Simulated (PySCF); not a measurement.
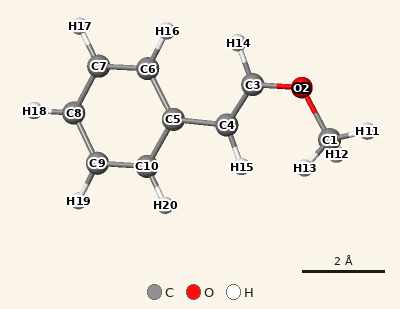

Starting structure of C9H10O. The picture is a ball-and-stick view, seen at a tilt.

The start comes from GFN2-xTB. Its atoms were then displaced at random by about 0.01 Å.

Method: PBE0-D3(BJ)/def2-SVP geometry optimisation, gas phase in PySCF.

```xyz
20

C     3.7788   -0.0331   -0.0422
O     2.9929    1.1652    0.0910
C     1.6308    1.0635    0.0473
C     0.9454   -0.0365   -0.0761
C    -0.5428   -0.0914   -0.1317
C    -1.3515    1.0587   -0.1644
C    -2.7135    0.9416   -0.2177
C    -3.3142   -0.2964   -0.2435
C    -2.5454   -1.4355   -0.1834
C    -1.1707   -1.3351   -0.1335
H     4.7920    0.3030   -0.0393
H     3.5349   -0.5166   -0.9805
H     3.5570   -0.6844    0.7784
H     1.2015    2.0541    0.1580
H     1.3913   -1.0141   -0.1432
H    -0.8990    2.0490   -0.1512
H    -3.3275    1.8485   -0.2534
H    -4.4146   -0.3779   -0.2812
H    -3.0079   -2.4253   -0.2214
H    -0.5884   -2.2219   -0.1074
```

Question: Predict the outcome.

Answer: H14 moves most after the best rigid fit: 0.10 Å. Largest moves by element: H 0.10 Å, C 0.06 Å, O 0.05 Å. Among the contacts that change: C3–C4 1.302 → 1.346 Å, C1–O2 1.439 → 1.401 Å, C10–H20 1.061 → 1.094 Å, C1–H11 1.068 → 1.097 Å. Bond angles that change, for instance: C3–C4–H15 123.7° → 119.3°, H11–C1–H13 112.7° → 109.2°, C5–C4–H15 112.2° → 115.3°. After 10 geometry steps the energy has fallen by 23.7 kJ/mol.

Final geometry:

```xyz
20

C     3.7524   -0.0100   -0.0185
O     3.0068    1.1748    0.0479
C     1.6721    1.0829    0.0029
C     0.9294   -0.0358   -0.0937
C    -0.5331   -0.0836   -0.1371
C    -1.3520    1.0605   -0.1514
C    -2.7370    0.9509   -0.1894
C    -3.3498   -0.3030   -0.2179
C    -2.5557   -1.4475   -0.2081
C    -1.1686   -1.3363   -0.1688
H     4.8110    0.2755    0.0231
H     3.5590   -0.5556   -0.9590
H     3.5233   -0.6793    0.8298
H     1.2243    2.0783    0.0622
H     1.4290   -1.0065   -0.1388
H    -0.9027    2.0558   -0.1365
H    -3.3476    1.8573   -0.1997
H    -4.4387   -0.3847   -0.2496
H    -3.0188   -2.4371   -0.2317
H    -0.5544   -2.2412   -0.1609
```

After the run, drawn alike:

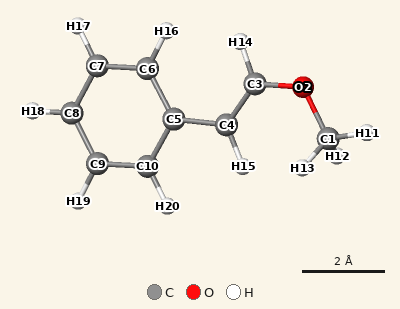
